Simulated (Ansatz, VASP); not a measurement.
# SnSe2 in two plane-wave programs, part 2 of 2

One calculation is typed for both programs; each brings its own data sets. How far apart do they land? The cell is taken from a series of VASP runs on this material, whose earlier steps may have relaxed, scaled or displaced it; both programs get it as it stands. Valence electrons are named where the data sets of a main pair hold unlike numbers.

VASP 6.6.1 and Ansatz 0.2.0.

So far. Step 3 (VASP: band structure, PBEsol): The run ends at a pressure of 0.04 GPa, with forces up to 0.0031 eV/Å.

### Step 5. VASP: single point, PBEsol

Level of this step: PBEsol; plane waves and PAW (Sn_d, Se) (VASP).

A single point gives forces, pressure and levels at one fixed geometry, so differences don't come from the geometry; what else differs is listed under the comparison.

Input file INCAR:

```
SYSTEM = SnSe2
PREC = Accurate
ENCUT = 400
EDIFF = 1E-06
NELM = 100
ISMEAR = 0
SIGMA = 0.05
LREAL = .FALSE.
ALGO = Normal
GGA = PS
NBANDS = 37
LORBIT = 11
LWAVE = .FALSE.
LCHARG = .FALSE.
KPAR = 2
LOPTICS = .TRUE.
NEDOS = 1500
CSHIFT = 0.1
```

Input file POSCAR:

```
SnSe2
1.0
    3.8202979081      0.0000000000      0.0000000000
   -1.9101489540      3.3084750384      0.0000000000
    0.0000000000      0.0000000000      6.1341064093
Sn Se
1 2
Direct
    0.0000000000      0.0000000000      0.0000000000
    0.3333333333      0.6666666667      0.2587113852
    0.6666666667      0.3333333333      0.7412886148
```

Input file KPOINTS:

```
Automatic mesh
0
Gamma
10 10 6
0 0 0
```

Potentials, in the order of the species: Sn_d and Se (PBE family, release 64).

Command:

```console
$ mpirun -np 2 vasp_std
```

Numbers of over 12 decimals in the logs are rounded to 6 here.

The log of the run:

```text
[banner, memory and clock lines left out]
running    2 mpi-ranks, on    1 nodes
[...]
[... a notice as in an earlier step ...]

 LDA part: xc-table for (Slater+PW92), standard interpolation
 POSCAR, INCAR and KPOINTS ok, starting setup
[...]
entering main loop
       N       E                     dE             d eps       ncg     rms          rms(c)
DAV:   1     0.204344966734E+03    0.20434E+03   -0.87031E+03  6421   0.665E+02
DAV:   2     0.149249916411E+02   -0.18942E+03   -0.17374E+03  5825   0.275E+02
DAV:   3    -0.123142239123E+02   -0.27239E+02   -0.26822E+02  6299   0.698E+01
DAV:   4    -0.132293824921E+02   -0.91516E+00   -0.91433E+00  6396   0.138E+01
[...]
DAV:  10    -0.129805147461E+02   -0.10961E-05   -0.70176E-05  6505   0.319E-02    0.270E-02
DAV:  11    -0.129805265894E+02   -0.11843E-04   -0.10799E-05  6065   0.139E-02    0.407E-03
DAV:  12    -0.129805272104E+02   -0.62096E-06   -0.59939E-07  5532   0.331E-03
   1 F= -.12980527E+02 E0= -.12980527E+02  d E =-.181277E-11
 optical routines
 imaginary and real dielectric function
 recalculating local potential from charge density
 direction            1
 direction            2
 direction            3
```

Parts of OUTCAR (step 5):

```text
  Total        0.0055333      0.0055333      0.0297966      0.0000000     -0.0000000     -0.0000000
  in kB        0.1143454      0.1143454      0.6157460      0.0000000     -0.0000000     -0.0000000
  external PRESSURE =       0.2814789 kB  Pullay stress =       0.0000000 kB

 POSITION                                       TOTAL-FORCE (eV/Angst)
 -----------------------------------------------------------------------------------
      0.00000      0.00000      0.00000        -0.000000      0.000000      0.000000
     -0.00000      2.20565      1.58696         0.000000     -0.000000      0.007448
      1.91015      1.10283      4.54714        -0.000000      0.000000     -0.007448
 -----------------------------------------------------------------------------------
    total drift:                               -0.000000     -0.000000      0.000000

  FREE ENERGIE OF THE ION-ELECTRON SYSTEM (eV)
  ---------------------------------------------------
  free  energy   TOTEN  =       -12.9805272104 eV

  energy  without entropy=      -12.9805272104  energy(sigma->0) =      -12.98052721

[... 1 part as in an earlier step ...]

[... 2 further parts left out ...]
[key lines of the parts left out:]
E-fermi :   4.2993
```

### Step 6. Ansatz: single point, PBEsol

The same cell, functional, mesh and smearing now go to Ansatz, which takes its cutoff from its data sets.

The cell is taken from a series of VASP runs on this material, whose earlier steps may have relaxed, scaled or displaced it; both programs get it as it stands.

Input file input.yaml:

```yaml
crystal:
  lattice:
    - [3.8202979081, 0.0, 0.0]
    - [-1.910148954, 3.3084750384, 0.0]
    - [0.0, 0.0, 6.1341064093]
  atoms:
    - { symbol: Sn, position: [0.0, 0.0, 0.0] }
    - { symbol: Se, position: [0.3333333333, 0.6666666667, 0.2587113852] }
    - { symbol: Se, position: [0.6666666667, 0.3333333333, 0.7412886148] }
hamiltonian:
  xc: pbesol
  pseudopotentials: { kind: paw }
kpoints:
  mp_grid: { grid: [10, 10, 6] }
scf:
  occupations: { method: gaussian, width: 0.05 }
  n_extra_bands: 4
output:
  forces: true
  stress: true
  eigenvalues: true
```

Command:

```console
$ ansatz run input.yaml --threads 2 --pin off --max-ram 4608MiB --backend cpu --events-out ev --progress --plain --runs-dir out
```

The log of the run:

```text
[...]
Crystal: 3 atoms, lattice volume = 77.531 Å³
Basis set: ecut = 420 eV, 1509 PW (Γ), exchange–correlation on 54×54×90 points (8 copies of the dense FFT grid, shifted against one another)
Bands: 27, of which v1, the nominal top of the filled ones, is band 23 counted from 1 (22 counted from 0)
Symmetry: 12 space group operations
[...]
k-points: 72 of 600
[...]
--- Band table (eV; the first three rows and the last of 72) ---
  k-point 0: bands = [... 19 lower, 7.3929, 7.6251, 7.6251, 7.8701, 8.8304, 10.9394, 12.5619, 12.5619]
  k-point 1: bands = [... 19 lower, 7.3477, 7.3477, 7.6886, 7.6886, 9.4419, 10.9372, 12.4802, 12.4802]
  k-point 2: bands = [... 19 lower, 7.2893, 7.2893, 7.7849, 7.7849, 10.1185, 10.8981, 12.3246, 12.3246]
  k-point 71: bands = [... 19 lower, 3.8612, 4.4575, 7.4936, 7.5976, 10.1862, 12.1954, 12.4653, 13.8308]
[key lines of the parts left out:]
SCF converged after 6 iterations
Free energy (F): -16799.220564 eV
Fermi energy:    8.251853 eV
P = ⅓ Tr σ = -0.0556 GPa (-0.556 kbar)
```

It took 7.4 s on 2 threads of Arm Neoverse N1, shared host; peak memory 0.4 GiB.

The run ends at a pressure of -0.06 GPa, with forces up to 0.014 eV/Å.

### Step 7. Side by side

What differs besides the data sets and the points named for the pairs above, as far as they apply: the data sets hold 46 valence electrons in Ansatz (on its default PAW (the set named soft_2) files) and 26 in VASP. Total energies have different zeros and are not compared.

The two programs side by side:

| quantity | Ansatz | VASP | difference |
| --- | --- | --- | --- |
| pressure (GPa) | -0.06 | 0.03 | -0.08 |
| gap on the k mesh (eV) | 0.507 | 0.500 | +0.007 |

At this near-relaxed geometry the largest component of a force difference is 21 meV/Å. A gap on the mesh is an upper bound, since the band edges may lie between its points. Ansatz's pressure holds a Pulay correction of 0.04 GPa; VASP's holds none.

### Step 8. VASP: band structure, PBEsol, spin-orbit coupling

The same path points are solved in both programs, so levels can be compared one by one.

Input file INCAR:

```
SYSTEM = SnSe2
PREC = Accurate
ENCUT = 400
EDIFF = 1E-06
NELM = 100
ISMEAR = 0
SIGMA = 0.05
LREAL = .FALSE.
ALGO = Normal
GGA = PS
LNONCOLLINEAR = .TRUE.
MAGMOM = 0 0 0 0 0 0 0 0 0
NBANDS = 38
GGA_COMPAT = .FALSE.
LASPH = .TRUE.
LSORBIT = .TRUE.
LORBIT = 11
LWAVE = .FALSE.
LCHARG = .FALSE.
KPAR = 2
```

POSCAR is that of step 5.

Input file KPOINTS:

```
Automatic mesh
0
Gamma
6 6 3
0 0 0
```

Input file KPOINTS_OPT:

```
Line mode
16
Line-mode
Reciprocal
  0.00000000   0.00000000   0.00000000 GAMMA
  0.50000000   0.00000000   0.00000000 M

  0.50000000   0.00000000   0.00000000 M
  0.33333333   0.33333333   0.00000000 K

  0.33333333   0.33333333   0.00000000 K
  0.00000000   0.00000000   0.00000000 GAMMA

  0.00000000   0.00000000   0.00000000 GAMMA
  0.00000000   0.00000000   0.50000000 A

  0.00000000   0.00000000   0.50000000 A
  0.50000000   0.00000000   0.50000000 L

  0.50000000   0.00000000   0.50000000 L
  0.33333333   0.33333333   0.50000000 H

  0.33333333   0.33333333   0.50000000 H
  0.00000000   0.00000000   0.50000000 A

  0.50000000   0.00000000   0.50000000 L
  0.50000000   0.00000000   0.00000000 M

  0.33333333   0.33333333   0.00000000 K
  0.33333333   0.33333333   0.50000000 H
```

Command:

```console
$ mpirun -np 2 vasp_ncl
```

The log of the run:

```text
[... set-up lines as in an earlier step ...]
 entering main loop
       N       E                     dE             d eps       ncg     rms          rms(c)
DAV:   1     0.226762301665E+03    0.22676E+03   -0.98692E+03  1402   0.135E+03
DAV:   2     0.211083728379E+02   -0.20565E+03   -0.19520E+03  1330   0.406E+02
DAV:   3    -0.117077588922E+02   -0.32816E+02   -0.32070E+02  1560   0.143E+02
DAV:   4    -0.132760227645E+02   -0.15683E+01   -0.15591E+01  1554   0.349E+01
[...]
DAV:  11    -0.130512794156E+02   -0.93319E-05   -0.72277E-05  1602   0.588E-02    0.160E-02
DAV:  12    -0.130512852724E+02   -0.58569E-05   -0.96953E-06  1362   0.217E-02    0.600E-03
DAV:  13    -0.130512856006E+02   -0.32819E-06   -0.81238E-07  1224   0.643E-03
   1 F= -.13051286E+02 E0= -.13051286E+02  d E =-.277597E-12  mag=     0.0000    -0.0000     0.0000
 Start KPOINTS_OPT (optional k-point list driver)
k-point batch [1-17\144]
       N       E                     dE             ncg
DAV:   1     0.953447871759E+03   -0.46302E+04     1388
DAV:   2    -0.254956305095E+04   -0.35030E+04     1378
DAV:   3    -0.311064399977E+04   -0.56108E+03     1562
DAV:   4    -0.313751221694E+04   -0.26868E+02     1520
DAV:   5    -0.313822039445E+04   -0.70818E+00     1822
DAV:   6    -0.313823403313E+04   -0.13639E-01     1662
DAV:   7    -0.313823472742E+04   -0.69429E-03     1926
DAV:   8    -0.313823473160E+04   -0.41792E-05     1404
DAV:   9    -0.313823473173E+04   -0.13507E-06      974
[...]
k-point batch [137-144\144]
       N       E                     dE             ncg
DAV:   1     0.741694394321E+04   -0.59950E+04      634
DAV:   2     0.580987981967E+04   -0.16071E+04      648
DAV:   3     0.556103289501E+04   -0.24885E+03      696
DAV:   4     0.554971664864E+04   -0.11316E+02      760
DAV:   5     0.554944023088E+04   -0.27642E+00      858
DAV:   6     0.554943547352E+04   -0.47574E-02      788
DAV:   7     0.554943526822E+04   -0.20530E-03      890
DAV:   8     0.554943526652E+04   -0.16997E-05      670
DAV:   9     0.554943526646E+04   -0.59008E-07      464
```

OUTCAR, selected parts (step 8):

```text
  Total        0.0669749      0.0669749      0.0727726      0.0000000      0.0000000      0.0000000
  in kB        1.3840314      1.3840314      1.5038423      0.0000000      0.0000000      0.0000000
  external PRESSURE =       1.4239684 kB  Pullay stress =       0.0000000 kB

 POSITION                                       TOTAL-FORCE (eV/Angst)
 -----------------------------------------------------------------------------------
      0.00000      0.00000      0.00000        -0.000000      0.000000      0.000000
     -0.00000      2.20565      1.58696         0.000000     -0.000000     -0.033678
      1.91015      1.10283      4.54714        -0.000000      0.000000      0.033678
 -----------------------------------------------------------------------------------
    total drift:                               -0.000000     -0.000000     -0.000000

  FREE ENERGIE OF THE ION-ELECTRON SYSTEM (eV)
  ---------------------------------------------------
  free  energy   TOTEN  =       -13.0512856006 eV

  energy  without entropy=      -13.0512856006  energy(sigma->0) =      -13.05128560

 magnetization (x)
# of ion       s       p       d       tot
------------------------------------------
    1        0.000  -0.000   0.000   0.000
    2        0.000  -0.000  -0.000  -0.000
    3        0.000  -0.000   0.000  -0.000
--------------------------------------------------
tot          0.000  -0.000  -0.000  -0.000

 magnetization (y)
# of ion       s       p       d       tot
------------------------------------------
    1        0.000   0.000  -0.000  -0.000
    2        0.000   0.000   0.000   0.000
    3        0.000   0.000   0.000   0.000
--------------------------------------------------
tot          0.000   0.000  -0.000   0.000

 magnetization (z)
# of ion       s       p       d       tot
------------------------------------------
    1       -0.000   0.000   0.000  -0.000
    2        0.000   0.000   0.000   0.000
    3        0.000   0.000   0.000   0.000
--------------------------------------------------
tot         -0.000   0.000   0.000  -0.000

[... 1 part as in an earlier step ...]

[... 2 further parts left out ...]
[key lines of the parts left out:]
E-fermi :   4.3459
```

The run ends at a pressure of 0.14 GPa, with forces up to 0.034 eV/Å.

### Step 9. Ansatz: band structure, PBEsol, spin-orbit coupling

The same cell, functional, mesh and smearing now go to Ansatz, which takes its cutoff from its data sets.

The cell is taken from a series of VASP runs on this material, whose earlier steps may have relaxed, scaled or displaced it; both programs get it as it stands.

input.yaml, the sections that differ from step 6:

```yaml
hamiltonian:
  xc: pbesol
  pseudopotentials: { kind: paw_fr }
magnetization:
  noncollinear: true
  spin_orbit: true
kpoints:
  mp_grid: { grid: [6, 6, 3] }
  band_path:
    path:
      - [0.0, 0.0, 0.0]
      - [0.13333, 0.0, 0.0]
      - [0.3, 0.0, 0.0]
      - [0.46667, 0.0, 0.0]
      - [0.46667, 0.06667, 0.0]
      - [0.41111, 0.17778, 0.0]
      - [0.35556, 0.28889, 0.0]
      - [0.28889, 0.28889, 0.0]
      - [0.17778, 0.17778, 0.0]
      - [0.06667, 0.06667, 0.0]
      - [0.0, 0.0, 0.03333]
      - [0.0, 0.0, 0.2]
      - [0.0, 0.0, 0.36667]
      - [0.0, 0.0, 0.5]
      - [0.16667, 0.0, 0.5]
      - [0.3, 0.0, 0.5]
      - [0.46667, 0.0, 0.5]
      - [0.46667, 0.06667, 0.5]
      - [0.41111, 0.17778, 0.5]
      - [0.35556, 0.28889, 0.5]
      - [0.28889, 0.28889, 0.5]
      - [0.17778, 0.17778, 0.5]
      - [0.06667, 0.06667, 0.5]
      - [0.5, 0.0, 0.46667]
      - [0.5, 0.0, 0.33333]
      - [0.5, 0.0, 0.3]
      - [0.5, 0.0, 0.13333]
      - [0.33333, 0.33333, 0.0]
      - [0.33333, 0.33333, 0.16667]
      - [0.33333, 0.33333, 0.33333]
      - [0.33333, 0.33333, 0.5]
    npoints: 1
scf:
  occupations: { method: gaussian, width: 0.05 }
  n_extra_bands: 14
# crystal, output: as in step 6
```

Command:

```console
$ ansatz run input.yaml --threads 2 --pin off --max-ram 4608MiB --backend cpu --events-out ev --progress --plain --runs-dir out
```

The log of the run:

```text
[...]
non-collinear run that drives no moment, with spin-orbit: no starting moment large enough to seed its density (crystal.atoms[].spin), no starting occupations that ask for one, no magnetisation constraint and no magnetic field, so the semilocal B_xc is pinned to zero
Crystal: 3 atoms, lattice volume = 77.531 Å³
[...]
k-point 1: bands = [... 42 lower, 7.6402, 7.6402, 7.9262, 7.9262, 10.1334, 10.1334, 10.8574, 10.8574, ... 10 higher]
  k-point 2: bands = [... 42 lower, 7.7982, 7.7982, 8.0279, 8.0279, 10.1252, 10.1252, 11.5332, 11.5332, ... 10 higher]
  k-point 16: bands = [... 42 lower, 7.2086, 7.2086, 7.2851, 7.2851, 9.8901, 9.8901, 12.6376, 12.6376, ... 10 higher]
[key lines of the parts left out:]
SCF converged after 9 iterations
Magnetization: |M| = 0.0000 μB,  M = (+0.0000, +0.0000, +0.0000) μB
Free energy (F): -16801.608483 eV
Fermi energy:    8.276757 eV
P = ⅓ Tr σ = 0.0494 GPa (0.494 kbar)
```

Elapsed: 35 s, on 2 threads; peak memory 0.59 GiB.

### Step 10. Comparison

What differs besides the data sets and the points named for the pairs above, as far as they apply: spin-orbit coupling enters by fully relativistic files in Ansatz and inside the spheres in VASP; the data sets hold 46 valence electrons in Ansatz (on its fully relativistic PAW (standard-fr) files) and 26 in VASP. Total energies have different zeros and are not compared.

Both answers:

| quantity | Ansatz | VASP | difference |
| --- | --- | --- | --- |
| pressure (GPa) | 0.05 | 0.14 | -0.09 |
| gap over the path points (eV) | 0.475 | 0.468 | +0.007 |

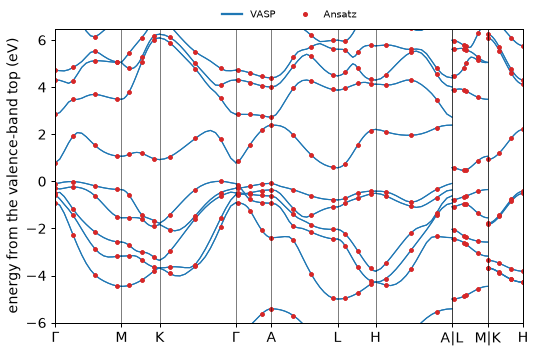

Bands from VASP (lines) and levels from Ansatz (dots). Dots without a line are higher empty bands that the VASP plot leaves out.

Levels at points of the path, from each program's valence-band top (eV; 8 filled, then empty):

| k (reciprocal lattice) | Ansatz | VASP |
| --- | --- | --- |
| 0.000 0.000 0.000 | -0.57 -0.57 -0.48 -0.48 -0.29 -0.29 -0.10 -0.10 0.80 0.80 2.85 2.85 4.30 4.30 | -0.57 -0.57 -0.49 -0.49 -0.29 -0.29 -0.10 -0.10 0.79 0.79 2.84 2.84 4.30 4.30 |
| 0.133 0.000 0.000 | -1.44 -1.44 -1.17 -1.17 -0.24 -0.24 -0.01 -0.01 1.93 1.93 3.48 3.48 4.26 4.26 | -1.44 -1.44 -1.18 -1.18 -0.24 -0.24 -0.01 -0.01 1.92 1.92 3.47 3.47 4.26 4.26 |
| 0.300 0.000 0.000 | -2.86 -2.86 -2.15 -2.15 -0.61 -0.61 -0.19 -0.19 1.53 1.53 3.70 3.70 5.12 5.12 | -2.87 -2.87 -2.15 -2.15 -0.61 -0.61 -0.19 -0.19 1.52 1.52 3.69 3.69 5.12 5.12 |
| 0.467 0.000 0.000 | -3.19 -3.19 -2.56 -2.56 -1.50 -1.50 -0.34 -0.34 1.08 1.08 3.50 3.50 5.06 5.06 | -3.19 -3.19 -2.57 -2.57 -1.50 -1.50 -0.34 -0.34 1.07 1.07 3.49 3.49 5.05 5.05 |
| 0.467 0.067 0.000 | -3.16 -3.16 -2.71 -2.71 -1.54 -1.54 -0.58 -0.58 1.15 1.15 3.80 3.80 4.80 4.80 | -3.16 -3.16 -2.72 -2.72 -1.54 -1.54 -0.59 -0.59 1.14 1.14 3.79 3.79 4.80 4.80 |
| 0.411 0.178 0.000 | -3.33 -3.33 -3.00 -3.00 -1.60 -1.60 -1.42 -1.42 1.19 1.19 5.06 5.06 5.27 5.27 | -3.34 -3.34 -3.00 -3.00 -1.60 -1.60 -1.43 -1.43 1.19 1.19 5.06 5.06 5.26 5.26 |
| 0.356 0.289 0.000 | -3.64 -3.64 -3.23 -3.23 -1.90 -1.90 -1.68 -1.68 0.96 0.96 6.01 6.01 6.19 6.19 | -3.65 -3.65 -3.24 -3.24 -1.90 -1.90 -1.68 -1.68 0.96 0.96 6.02 6.02 6.18 6.18 |
| 0.289 0.289 0.000 | -3.64 -3.64 -2.98 -2.98 -2.05 -2.05 -1.43 -1.43 1.04 1.04 5.88 5.88 6.12 6.12 | -3.64 -3.64 -2.98 -2.98 -2.06 -2.06 -1.43 -1.43 1.04 1.04 5.89 5.89 6.12 6.12 |
| 0.178 0.178 0.000 | -3.54 -3.54 -1.59 -1.59 -1.47 -1.47 -0.35 -0.35 1.82 1.82 4.79 4.79 5.02 5.02 | -3.54 -3.54 -1.59 -1.59 -1.47 -1.47 -0.35 -0.35 1.82 1.82 4.79 4.79 5.01 5.01 |
| 0.067 0.067 0.000 | -1.57 -1.57 -0.63 -0.63 -0.48 -0.48 0.00 0.00 1.79 1.79 3.53 3.53 4.08 4.08 | -1.58 -1.58 -0.63 -0.63 -0.48 -0.48 0.00 0.00 1.79 1.79 3.53 3.53 4.07 4.07 |

At this near-relaxed geometry the largest component of a force difference is 22 meV/Å. Among the levels compared at these points, filled levels agree within 8 meV and empty ones within 11 meV. Ansatz's pressure holds a Pulay correction of 0.04 GPa; VASP's holds none.

### Step 11. Outcome

```
largest difference of a filled level at the path points (band structure, PBEsol)                      : 9.2 meV
r.m.s. force difference (band structure, PBEsol)                                                      : 9.9 meV/Å
difference in gap on the k mesh (single point, PBEsol)                                                : 0.0072 eV
r.m.s. force difference (single point, PBEsol)                                                        : 9.9 meV/Å
largest difference of a filled level at the path points (band structure, PBEsol, spin-orbit coupling) : 7.5 meV
r.m.s. force difference (band structure, PBEsol, spin-orbit coupling)                                 : 10 meV/Å
```

The r.m.s. force difference is 10 meV/Å (band structure, PBEsol, spin-orbit coupling), within the 12 meV/Å picked in this series as the mark of a large difference. The data sets hold unlike numbers of valence electrons (46 in Ansatz and 26 in VASP), so part of the differences comes from the potentials. How closely two codes agree says nothing of how well the functional describes the real material.

[Lines on the potential files, build, host, timing and source positions are cut from VASP's logs without a mark.]

[Logs are printed without paths, hosts, clocks, repeated set-up lines and the standing remarks that a program may print on its own settings, such as how far it seeks lower states.]

[Hosts, paths, dates, database ids (printed as entryN), source tags and the programs' standing remarks are cut or masked in the printed files.]
